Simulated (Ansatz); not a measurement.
# ClFGeH2: molecular dynamics

Purpose: to follow the molecule's vibrations and see whether its bonds hold. The start is relaxed first. Runs: 300 steps of 0.25 fs at constant energy, with velocities drawn for 500 K. SMILES of the start: [F][GeH2][Cl].

Method: RKS PBE0-D4/def2-SVP, in Ansatz 0.2.0.

### Step 1. The structure to begin with

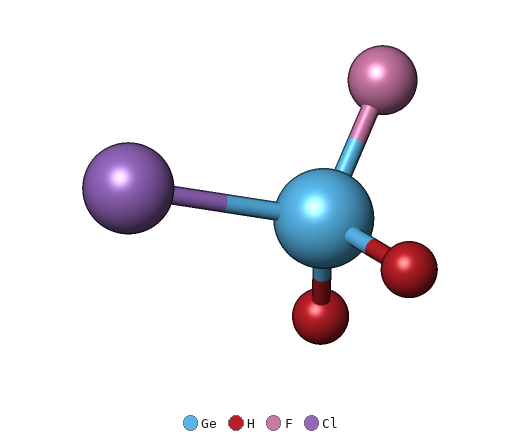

Start, viewed from a chosen angle; germanium blue, hydrogen red, fluorine pink, chlorine purple.

As a file:

```xyz
5

Ge    0.0000    0.0000    0.0000
H     0.0000    0.0000    1.5500
H     1.4616    0.0000   -0.5162
F    -0.7913    1.3709   -0.5594
Cl   -1.0456   -1.8115   -0.7393
```

### Step 2. Preparing the start

File input.yaml:

```yaml
crystal:
  periodic: [false, false, false]
  atoms:
    - { symbol: Ge, position_ang: [0.0, 0.0, 0.0] }
    - { symbol: H, position_ang: [0.0, 0.0, 1.55] }
    - { symbol: H, position_ang: [1.4616, 0.0, -0.5162] }
    - { symbol: F, position_ang: [-0.7913, 1.3709, -0.5594] }
    - { symbol: Cl, position_ang: [-1.0456, -1.8115, -0.7393] }
basis:
  gaussian: { orbitals: def2-SVP }
hamiltonian:
  xc: pbe0
  dispersion: d4
relax:
  f_tol: 0.02
  max_steps: 40
output:
  orbitals: {}
```

Started as:

```console
$ ansatz run input.yaml --threads 1 --pin off --max-ram 2048MiB --backend cpu --events-out ev --progress --plain --runs-dir out
```

The log of the run (excerpt; [...] marks lines left out):

```text
Warning: RAYON_NUM_THREADS=1 ignored (pool sized by the plan → 1); use --threads N
[...]
Functional definition: PBE0
[...]
758 factors; integrals over basis functions are off by at most 2.4e-4 eV
[...]
mean field -71765.05240201 eV, -2637.3170316741 hartree, gradient 9.5e-6 eV, S^2 0.000000; 0 other end points of the search recorded, 0 dependent functions left out
[...]
reference -71765.05242296 eV, -2637.3170324441 hartree; 30, 30 occupied and 44, 44 virtual orbitals, 758 factors
relax step   1: F+E_penalty+E_count = -71765.12446825 eV  Δ(F+E_penalty+E_count) = +0.000e0 eV  max|allowed force component| = 2.324e0 eV/Å  Δτ_max = 0.0000 Å  (25 SCF iters, accepted)
[...]
relax step   5: F+E_penalty+E_count = -71765.25593728 eV  Δ(F+E_penalty+E_count) = -1.648e-4 eV  max|allowed force component| = 2.218e-2 eV/Å  Δτ_max = 0.0058 Å  (23 SCF iters, accepted)
[...]
relax step   6: F+E_penalty+E_count = -71765.25595581 eV  Δ(F+E_penalty+E_count) = -1.854e-5 eV  max|allowed force component| = 2.043e-3 eV/Å  Δτ_max = 0.0011 Å  (19 SCF iters, accepted)
758 factors; integrals over basis functions are off by at most 2.2e-4 eV
mean field -71765.18342420 eV, -2637.3218466508 hartree, gradient 4.6e-5 eV, S^2 0.000000; 1 other end points of the search recorded, 0 dependent functions left out
[...]
reference -71765.18344469 eV, -2637.3218474038 hartree; 30, 30 occupied and 44, 44 virtual orbitals, 758 factors
Total energy: -71765.25597630 eV, -2637.3245128915 hartree
Atom 0 at     0.042974    -0.034802     0.030500 Å, force    -0.002043    -0.000458    -0.001446 eV/Å
Atom 1 at    -0.062048    -0.009100     1.556165 Å, force     0.000845    -0.000331     0.001582 eV/Å
Atom 2 at     1.446493    -0.009097    -0.576805 Å, force     0.001772    -0.000330     0.000271 eV/Å
Atom 3 at    -0.795553     1.361774    -0.562546 Å, force    -0.000812     0.000627    -0.000574 eV/Å
Atom 4 at    -1.007166    -1.749375    -0.712214 Å, force     0.000237     0.000492     0.000168 eV/Å
Dipole moment:     0.384303    -0.061357     0.271798 e Å
```

Wall time 16 s (1 thread of Arm Neoverse V2, shared host); peak memory 0.15 GiB.

Relaxation path:

| step | energy from step 1 (eV) | largest force component (eV/Å) |
| --- | --- | --- |
| 1 | 0.0000 | 2.3241 |
| 2 | -0.0932 | 0.9731 |
| 3 | -0.1298 | 0.2014 |
| 4 | -0.1313 | 0.0321 |
| 5 | -0.1315 | 0.0222 |
| 6 | -0.1315 | 0.0020 |

Step 1 is the start.

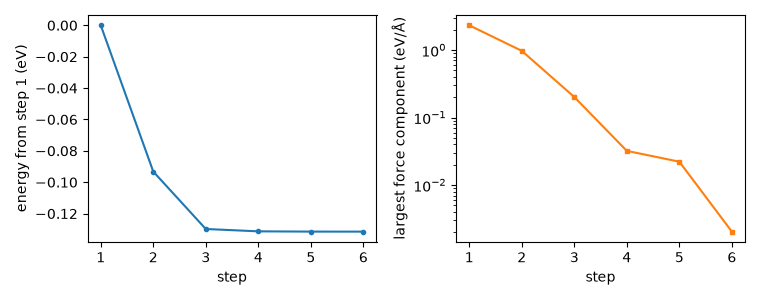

How energy and force went from step to step.

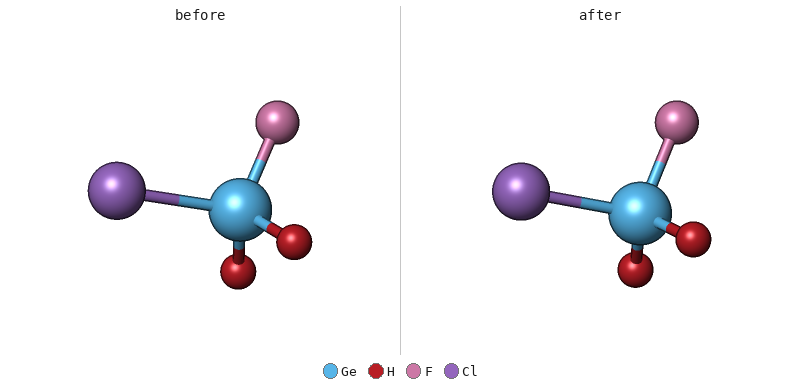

Before and after, at one scale.

After: Bond lengths: Ge1–H2 1.529 Å, Ge1–H3 1.529 Å, Ge1–F4 1.734 Å, Ge1–Cl5 2.143 Å. Angles: H2–Ge1–H3 117.3°, H2–Ge1–F4 107.1°, H2–Ge1–Cl5 109.0°, H3–Ge1–F4 107.1°, H3–Ge1–Cl5 109.0°, F4–Ge1–Cl5 106.8°.

### Step 3. Dynamics

300 steps of 0.25 fs at constant energy, with velocities drawn for 500 K, from the relaxed start.

File input.yaml:

```yaml
crystal:
  periodic: [false, false, false]
  atoms:
    - { symbol: Ge, position_ang: [0.042974, -0.034802, 0.0305] }
    - { symbol: H, position_ang: [-0.062048, -0.0091, 1.556165] }
    - { symbol: H, position_ang: [1.446493, -0.009097, -0.576805] }
    - { symbol: F, position_ang: [-0.795553, 1.361774, -0.562546] }
    - { symbol: Cl, position_ang: [-1.007166, -1.749375, -0.712214] }
basis:
  gaussian: { orbitals: def2-SVP }
hamiltonian:
  xc: pbe0
  dispersion: d4
md:
  timestep: 0.25
  n_steps: 300
  ensemble: nve
  temperature: 500.0
  initial_velocities: maxwell_boltzmann
  seed: 868582
```

Started as:

```console
$ ansatz run input.yaml --threads 1 --pin off --max-ram 2048MiB --backend cpu --events-out ev --progress --plain --runs-dir out
```

The log of the run (excerpt; [...] marks lines left out):

```text
Warning: RAYON_NUM_THREADS=1 ignored (pool sized by the plan → 1); use --threads N
[...]
Functional definition: PBE0
[...]
758 factors; integrals over basis functions are off by at most 3.0e-4 eV
[...]
mean field -71765.18342766 eV, -2637.3218467780 hartree, gradient 7.4e-5 eV, S^2 0.000000; 0 other end points of the search recorded, 0 dependent functions left out
[...]
reference -71765.18344815 eV, -2637.3218475311 hartree; 30, 30 occupied and 44, 44 virtual orbitals, 758 factors
md step     0: t =     0.00 fs  T =   500.0 K  F+E_penalty+E_count = -71765.25595928 eV  E_kin = 0.193890 eV  conserved = -71765.06206928 eV  (26 SCF iters)
[...]
md step    20: t =     5.00 fs  T =   277.4 K  F+E_penalty+E_count = -71765.16957969 eV  E_kin = 0.107583 eV  conserved = -71765.06199637 eV  (23 SCF iters)
[...]
md step    40: t =    10.00 fs  T =    54.9 K  F+E_penalty+E_count = -71765.08322697 eV  E_kin = 0.021274 eV  conserved = -71765.06195298 eV  (19 SCF iters)
[...]
md step    60: t =    15.00 fs  T =   240.0 K  F+E_penalty+E_count = -71765.15508158 eV  E_kin = 0.093052 eV  conserved = -71765.06202957 eV  (24 SCF iters)
[...]
md step    79: t =    19.75 fs  T =   386.2 K  F+E_penalty+E_count = -71765.21177064 eV  E_kin = 0.149755 eV  conserved = -71765.06201591 eV  (23 SCF iters)
md step    80: t =    20.00 fs  T =   394.9 K  F+E_penalty+E_count = -71765.21515786 eV  E_kin = 0.153134 eV  conserved = -71765.06202433 eV  (23 SCF iters)
```

### Step 4. More of the same log: dynamics from the start

Output, continued (excerpt; [...] marks lines left out):

```text
md step    81: t =    20.25 fs  T =   402.7 K  F+E_penalty+E_count = -71765.21818886 eV  E_kin = 0.156156 eV  conserved = -71765.06203251 eV  (23 SCF iters)
[...]
md step   106: t =    26.50 fs  T =   166.2 K  F+E_penalty+E_count = -71765.12639677 eV  E_kin = 0.064433 eV  conserved = -71765.06196422 eV  (20 SCF iters)
[...]
md step   131: t =    32.75 fs  T =   145.7 K  F+E_penalty+E_count = -71765.11845468 eV  E_kin = 0.056493 eV  conserved = -71765.06196148 eV  (20 SCF iters)
[...]
md step   156: t =    39.00 fs  T =   359.7 K  F+E_penalty+E_count = -71765.20152020 eV  E_kin = 0.139494 eV  conserved = -71765.06202642 eV  (23 SCF iters)
[...]
md step   181: t =    45.25 fs  T =   271.9 K  F+E_penalty+E_count = -71765.16747234 eV  E_kin = 0.105420 eV  conserved = -71765.06205185 eV  (23 SCF iters)
md step   182: t =    45.50 fs  T =   262.7 K  F+E_penalty+E_count = -71765.16393287 eV  E_kin = 0.101882 eV  conserved = -71765.06205105 eV  (23 SCF iters)
md step   183: t =    45.75 fs  T =   251.8 K  F+E_penalty+E_count = -71765.15969414 eV  E_kin = 0.097646 eV  conserved = -71765.06204820 eV  (23 SCF iters)
```

### Step 5. More of the same log: dynamics from the start

The log, continued (excerpt; [...] marks lines left out):

```text
md step   184: t =    46.00 fs  T =   239.2 K  F+E_penalty+E_count = -71765.15480539 eV  E_kin = 0.092762 eV  conserved = -71765.06204336 eV  (23 SCF iters)
[...]
md step   205: t =    51.25 fs  T =   154.1 K  F+E_penalty+E_count = -71765.12176832 eV  E_kin = 0.059751 eV  conserved = -71765.06201742 eV  (23 SCF iters)
[...]
md step   226: t =    56.50 fs  T =   215.0 K  F+E_penalty+E_count = -71765.14535281 eV  E_kin = 0.083382 eV  conserved = -71765.06197115 eV  (20 SCF iters)
[...]
md step   247: t =    61.75 fs  T =   328.3 K  F+E_penalty+E_count = -71765.18934548 eV  E_kin = 0.127300 eV  conserved = -71765.06204588 eV  (22 SCF iters)
[...]
md step   299: t =    74.75 fs  T =   351.4 K  F+E_penalty+E_count = -71765.19831788 eV  E_kin = 0.136283 eV  conserved = -71765.06203462 eV  (22 SCF iters)
[...]
md step   300: t =    75.00 fs  T =   364.4 K  F+E_penalty+E_count = -71765.20334682 eV  E_kin = 0.141305 eV  conserved = -71765.06204135 eV  (26 SCF iters)
Total energy: -71765.20336764 eV, -2637.3225795589 hartree
Atom 0 at     0.032218    -0.029631     0.020482 Å, force     0.854475    -0.555569     0.889835 eV/Å
Atom 1 at    -0.009712     0.012500     1.569079 Å, force    -0.223886    -0.086024    -0.273615 eV/Å
Atom 2 at     1.503046     0.031787    -0.450992 Å, force    -0.302772    -0.103625    -0.239034 eV/Å
Atom 3 at    -0.769083     1.369842    -0.540180 Å, force    -0.424619     0.554897    -0.370801 eV/Å
Atom 4 at    -1.002411    -1.766070    -0.707620 Å, force     0.096802     0.190321    -0.006386 eV/Å
Dipole moment:     0.327496    -0.065164     0.211924 e Å
```

Run time: 10 min. Hardware: 1 thread of Arm Neoverse V2, shared host; peak memory 0.14 GiB.

### Step 6. The trajectory

One step in 16; energies are changes from step 0:

| time (fs) | T (K) | potential energy change (meV/atom) | total energy change (meV/atom) |
| --- | --- | --- | --- |
| 0.0 | 500 | 0.0 | 0.00 |
| 4.0 | 313 | 14.5 | 0.02 |
| 8.0 | 149 | 27.2 | 0.01 |
| 12.0 | 71 | 33.3 | 0.02 |
| 16.0 | 277 | 17.3 | 0.01 |
| 20.0 | 395 | 8.2 | 0.01 |
| 24.0 | 301 | 15.5 | 0.01 |
| 28.0 | 152 | 27.0 | 0.02 |
| 32.0 | 143 | 27.7 | 0.02 |
| 36.0 | 323 | 13.7 | 0.01 |
| 40.0 | 326 | 13.5 | 0.01 |
| 44.0 | 292 | 16.2 | 0.01 |
| 48.0 | 118 | 29.7 | 0.02 |
| 52.0 | 185 | 24.4 | 0.01 |
| 56.0 | 207 | 22.8 | 0.02 |
| 60.0 | 350 | 11.6 | 0.00 |
| 64.0 | 216 | 22.0 | 0.02 |
| 68.0 | 199 | 23.4 | 0.01 |
| 72.0 | 195 | 23.7 | 0.02 |
| 75.0 | 364 | 10.5 | 0.01 |

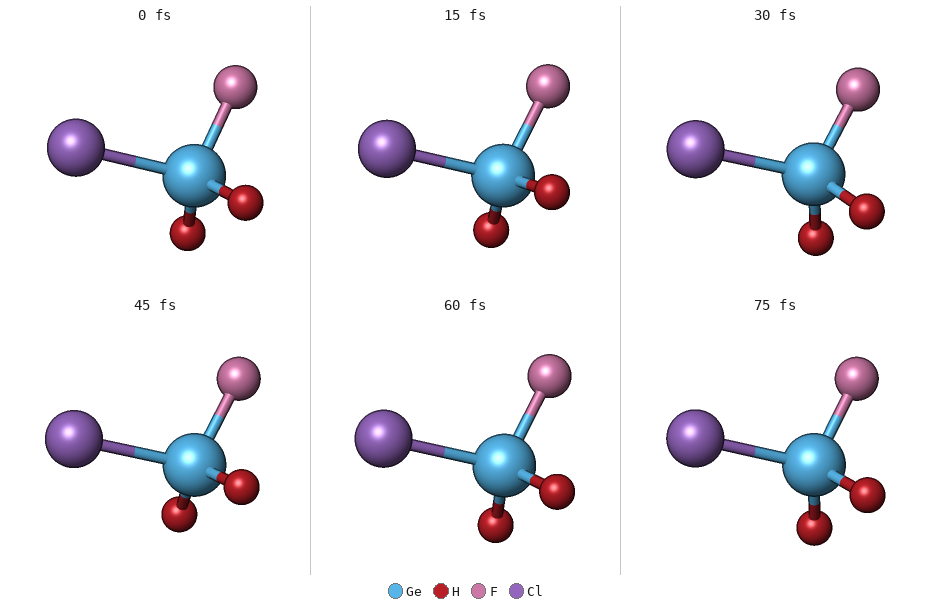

Six frames of the run, seen from a chosen angle. Sticks join atoms within a bonding distance in each frame.

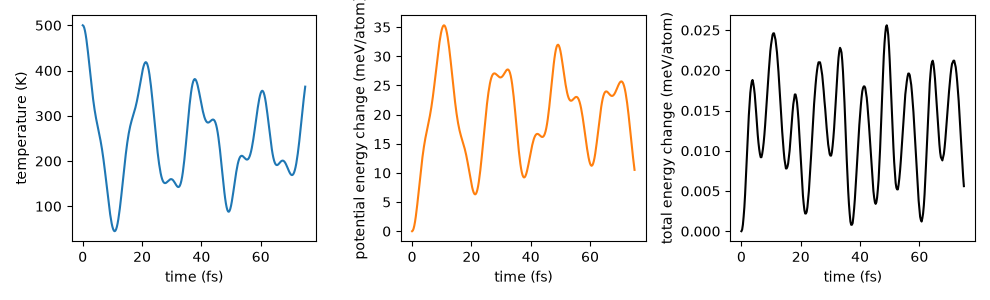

Traces against time; each panel has its own scale.

### Step 7. Frames from the trajectory

Positions (Å) and forces (eV/Å):

```xyz
5
time_fs=9.5 T=71 dE=0.1663
Ge    0.041   -0.048    0.026   -0.708    1.199   -0.006
H    -0.318   -0.023    1.551    0.693    0.032   -0.518
H     1.390   -0.078   -0.736   -0.133    0.150    0.603
F    -0.800    1.403   -0.560    0.537   -0.813    0.230
Cl   -0.992   -1.742   -0.701   -0.390   -0.568   -0.308
5
time_fs=18.8 T=349 dE=0.0588
Ge    0.031   -0.048    0.020   -0.434    1.184   -0.415
H    -0.144   -0.011    1.498    0.039    0.008    0.796
H     1.414   -0.043   -0.569    0.457    0.053   -0.162
F    -0.783    1.410   -0.549    0.344   -0.709    0.116
Cl   -0.986   -1.746   -0.696   -0.406   -0.536   -0.336
5
time_fs=28.0 T=152 dE=0.1352
Ge    0.020   -0.036    0.014    1.573   -0.062    1.328
H     0.102   -0.004    1.584   -0.525   -0.066   -0.553
H     1.517    0.030   -0.416   -0.499   -0.118   -0.384
F    -0.754    1.391   -0.534   -0.396    0.323   -0.256
Cl   -0.989   -1.763   -0.699   -0.152   -0.077   -0.136
5
time_fs=37.5 T=380 dE=0.0466
Ge    0.022   -0.025    0.018    1.046   -1.147    0.541
H    -0.006   -0.040    1.557   -0.139    0.026   -0.141
H     1.437    0.025   -0.585   -0.131   -0.094   -0.007
F    -0.741    1.384   -0.529   -0.785    0.953   -0.412
Cl   -0.996   -1.782   -0.705    0.009    0.262    0.020
5
time_fs=47.0 T=178 dE=0.1251
Ge    0.035   -0.025    0.028   -0.883   -0.399   -1.056
H    -0.213   -0.053    1.499    0.298    0.075    0.696
H     1.308   -0.046   -0.773    0.618    0.060    0.211
F    -0.759    1.414   -0.541   -0.087   -0.105    0.043
Cl   -1.002   -1.794   -0.711    0.054    0.368    0.106
5
time_fs=56.2 T=210 dE=0.1125
Ge    0.041   -0.030    0.030   -0.638    0.396   -0.221
H    -0.167   -0.004    1.595    0.337   -0.004   -0.819
H     1.426   -0.072   -0.696   -0.431    0.132    0.504
F    -0.781    1.439   -0.551    0.542   -1.083    0.340
Cl   -1.007   -1.798   -0.714    0.190    0.559    0.196
5
time_fs=65.5 T=191 dE=0.1199
Ge    0.038   -0.032    0.025   -0.541    0.375   -0.445
H     0.053    0.043    1.521   -0.435   -0.084    0.718
H     1.483   -0.013   -0.406    0.306   -0.021   -0.620
F    -0.782    1.421   -0.549    0.392   -0.861    0.159
Cl   -1.008   -1.789   -0.713    0.278    0.592    0.189
5
time_fs=75.0 T=364 dE=0.0526
Ge    0.032   -0.030    0.021    0.855   -0.556    0.890
H    -0.010    0.013    1.569   -0.224   -0.086   -0.274
H     1.503    0.032   -0.451   -0.303   -0.104   -0.239
F    -0.769    1.370   -0.540   -0.425    0.555   -0.371
Cl   -1.002   -1.766   -0.708    0.097    0.190   -0.006
```

### Step 8. What came out

| quantity | value |
| --- | --- |
| relaxation of the start | 5 moves, 0.131 eV lower |
| length | 300 steps of 0.25 fs |
| temperature, first and last step | 500 and 364 K |
| temperature, second half | mean 239 K, from 88 to 381 K |
| potential energy, second half | +20 meV/atom from the start |
| largest change of the total energy | 0.03 meV/atom |
| bonds formed or broken | 0 |

**Reading.** The temperature starts at 500 K and averages 239 K in the second half, where it ranges from 88 to 381 K; a mean near half the start is what vibrations about a minimum give, since they share energy equally between motion and strain. The total energy strays from its start by at most 0.03 meV/atom, 0.1 % of the mean kinetic energy, so a step of 0.25 fs is short enough over this time. The bonds all hold. 75 fs on 5 atoms is far too short and small for converged averages. The nuclei move classically, without zero-point motion, which matters most for hydrogen.
